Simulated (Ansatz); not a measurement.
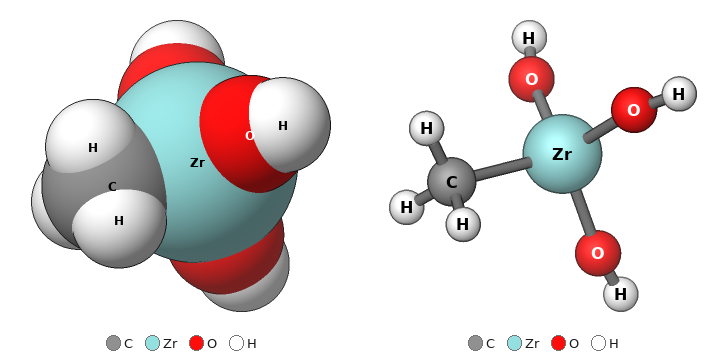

Two views of one molecule.

The species is neutral and a spin singlet.

Question: What is the molecular formula?

Answer: CH₆O₃Zr, 11 atoms: 1 carbon, 6 hydrogen, 3 oxygen and 1 zirconium.

Question: Give a SMILES string for it.

Answer: [CH3][Zr]([OH])([OH])[OH]

Question: Count the bonded pairs by element.

Answer: 3 O–Zr, 3 C–H, 3 O–H, 1 C–Zr.

The parts below concern this one geometry. Atoms keep their numbers from picture to picture. Computed geometry: PBE0-D4/def2-TZVP optimisation.

Geometry

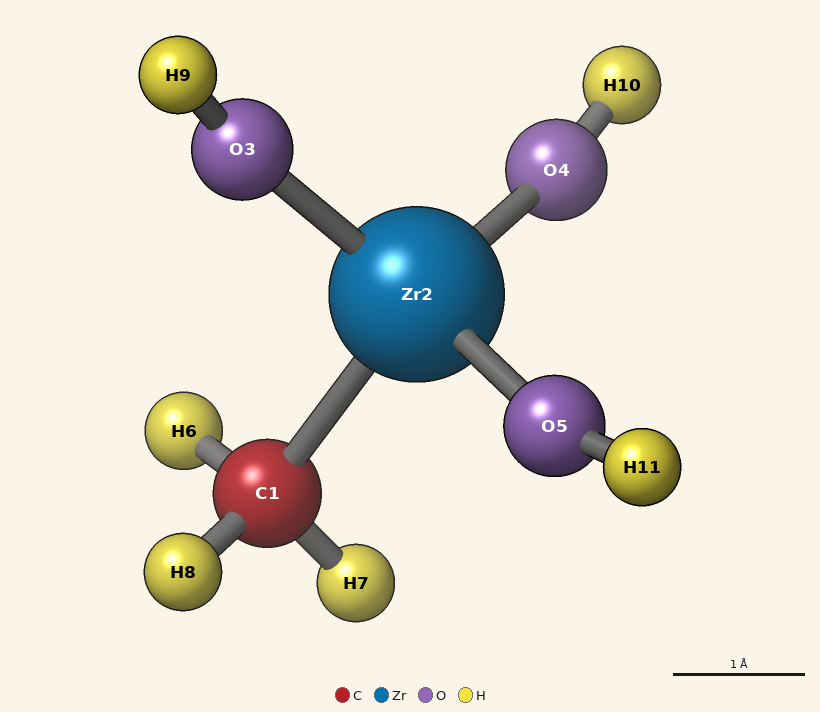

Numbered structure.

Estimate the angles Zr2–C1–H6, C1–Zr2–O3, O3–Zr2–O4, Zr2–O3–H9.

```csv
angle,degrees
Zr2–C1–H6,111.2
C1–Zr2–O3,105.5
O3–Zr2–O4,113.1
Zr2–O3–H9,165.7
```

Dipole moment

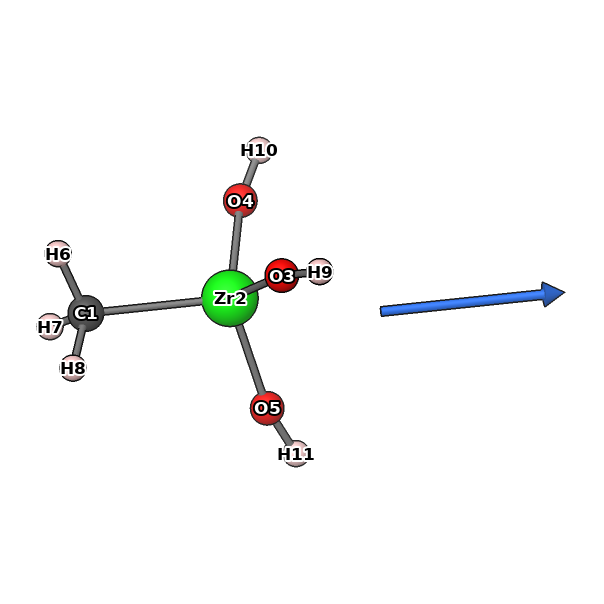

The arrow beside the molecule shows the direction of the dipole moment, from the negative to the positive end (its length means nothing). Properties computed with RKS PBE-D4/def2-TZVPP, core potentials on Zr (Ansatz 0.2.0).

Question: Estimate the dipole moment.

Answer: 2.41 D; it points from the side of H6, H7, H8 to the side of H9, H10, H11 (the outermost atoms at the two ends).

Levels of theory compared

Program: Ansatz 0.2.0.

Compare vertical IP (eV) at these levels: B2PLYP (frozen core)/def2-TZVPP; B3LYP-D4/def2-TZVPP; CCSD(T)/CBS (MP2 limit from def2-TZVPP and def2-QZVPP plus CCSD(T) − MP2); PBE-D4/def2-TZVPP; PBE0-D4/def2-TZVPP; r2SCAN-D4/def2-TZVPP; ωB97M-V/def2-TZVPP; ωB97X-V/def2-TZVPP.

| level | vertical IP (eV) |
| --- | --- |
| B2PLYP (frozen core)/def2-TZVPP | 9.16 |
| B3LYP-D4/def2-TZVPP | 9.24 |
| CCSD(T)/CBS (MP2 limit from def2-TZVPP and def2-QZVPP plus CCSD(T) − MP2) | 9.40 |
| PBE-D4/def2-TZVPP | 8.98 |
| PBE0-D4/def2-TZVPP | 9.17 |
| r2SCAN-D4/def2-TZVPP | 8.98 |
| ωB97M-V/def2-TZVPP | 9.31 |
| ωB97X-V/def2-TZVPP | 9.27 |

Charges

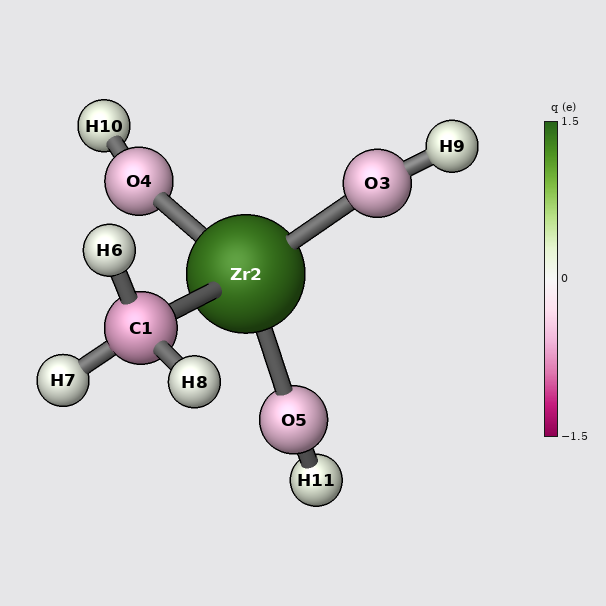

Atoms are coloured by their Mulliken charges. Method: RKS ωB97M-V/def2-TZVPP, core potentials on Zr (Ansatz 0.2.0).

List the Mulliken charges.

```tsv
atom	value (e)
C1	−0.65
Zr2	1.35
O3	−0.50
O4	−0.50
O5	−0.50
H6	0.11
H7	0.11
H8	0.11
H9	0.16
H10	0.16
H11	0.16
```

Mulliken values depend strongly on the basis set and can even reverse the polarity of a bond.
